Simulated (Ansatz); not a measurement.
# F2 (fluorine): BLYP/cc-pVTZ

What is the vertical singlet–triplet gap of F2 (fluorine) at BLYP/cc-pVTZ? 

The calculation is run with Ansatz 0.2.0.

18 further runs of the same task are left out: 18 set aside as unsound or not needed.

### Step 1. The molecule

F2: 2 atoms, total charge 0, spin state singlet. As SMILES, `FF`. Geometry: relaxed at PBE0-D4/def2-TZVP.

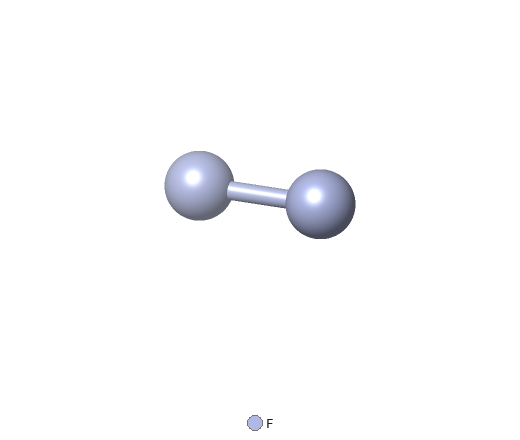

The structure, seen from a chosen angle (fluorine light blue).

### Step 2. The energy at BLYP/cc-pVTZ

The input, molecule.yaml:

```yaml
basis:
  gaussian:
    orbitals: cc-pVTZ
crystal:
  periodic: [false, false, false]
  atoms:
    - {symbol: F, position_ang: [-0.583900, 0.212400, -0.295000]}
    - {symbol: F, position_ang: [0.583900, -0.212400, 0.295000]}
hamiltonian:
  xc: {name: BLYP}
accuracy: high
output:
  orbitals: {seedname: orbitals}
```

Launch:

```
$ ansatz run molecule.yaml --threads 1 --pin off --max-ram 3480MiB --events-out events.jsonl --progress --plain --runs-dir runs
```

Log:

```text
Warning: RAYON_NUM_THREADS=1 ignored (pool sized by the plan → 1); use --threads N
Functional definition: BLYP
  name "BLYP"
  parameter beta = 0.0042
  parameter a = 0.04918
  parameter b = 0.132
  parameter c = 0.2533
  parameter d = 0.349
  exchange = b88_x(beta = beta)
  correlation = lyp_c(a = a, b = b, c = c, d = d)
852 factors; integrals over basis functions are off by at most 2.5e-9 eV
mean field evaluation 1: about -5430.6014 eV, gradient 1.9e1 eV
mean field evaluation 2: about -5430.7470 eV, gradient 1.4e1 eV
mean field evaluation 4: about -5430.9623 eV, gradient 6.7e-1 eV
mean field evaluation 8: about -5430.9659 eV, gradient 2.0e-3 eV
mean field evaluation 16: about -5430.9659 eV, gradient 2.1e-7 eV
mean field -5430.96594383 eV, -199.5843171949 hartree, gradient 6.5e-9 eV, S^2 0.000000; 0 other end points of the search recorded, 0 dependent functions left out
reference -5430.96596247 eV, -199.5843178797 hartree; 9, 9 occupied and 51, 51 virtual orbitals, 852 factors
Total energy: -5430.96596247 eV, -199.5843178797 hartree
```

Wall time 0.84 s (1 thread of Intel Xeon Platinum 8488C (Sapphire Rapids), shared host); peak memory 0.12 GiB.

### Step 3. The triplet

The input, in.yaml:

```yaml
crystal:
  periodic: [false, false, false]
  atoms:
    - {symbol: F, position_ang: [-0.583900, 0.212400, -0.295000]}
    - {symbol: F, position_ang: [0.583900, -0.212400, 0.295000]}
basis:
  gaussian:
    orbitals: cc-pVTZ
total_charge: 0
magnetization:
  spin_polarized: true
  initial_magnetization: 2
hamiltonian:
  xc: {name: BLYP}
accuracy: high
output: {orbitals: {seedname: orbitals}}
```

Launch:

```
$ ansatz run in.yaml --threads 1 --pin off --max-ram 3480MiB --events-out events.jsonl --progress --plain --runs-dir runs
```

Log, shortened:

```text
Warning: RAYON_NUM_THREADS=1 ignored (pool sized by the plan → 1); use --threads N
[... 9 set-up lines as earlier in the session ...]
852 factors; integrals over basis functions are off by at most 2.5e-9 eV
mean field evaluation 1: about -5427.1803 eV, gradient 1.3e1 eV
mean field evaluation 2: about -5427.1857 eV, gradient 1.2e1 eV
mean field evaluation 4: about -5427.5199 eV, gradient 3.5e-1 eV
mean field evaluation 8: about -5427.5247 eV, gradient 2.0e-3 eV
mean field evaluation 16: about -5427.5247 eV, gradient 2.1e-7 eV
mean field -5427.52469160 eV, -199.4578535080 hartree, gradient 1.0e-8 eV, S^2 2.003578; 1 other end points of the search recorded, 0 dependent functions left out
reference -5427.52470917 eV, -199.4578541536 hartree; 10, 8 occupied and 50, 52 virtual orbitals, 852 factors
Total energy: -5427.52470917 eV, -199.4578541536 hartree
```

It took 2.3 s on 1 thread of Intel Xeon Platinum 8488C (Sapphire Rapids), shared host; peak memory 0.13 GiB.

### Step 4. Results

Level: BLYP/cc-pVTZ.

| quantity | value |
| --- | --- |
| singlet: total energy | -199.58432 Eh |
| singlet: HOMO energy | -8.98 eV |
| singlet: LUMO energy | -4.76 eV |
| singlet: HOMO–LUMO gap | 4.22 eV |
| triplet: total energy | -199.45785 Eh |
| triplet: HOMO energy (highest over α and β) | -5.16 eV |
| triplet: ⟨S²⟩ | 2.004 |
| vertical energy of the triplet above the singlet | 3.441 eV |

**Reading.** At this shape the triplet lies 3.44 eV (332 kJ/mol) above the singlet.
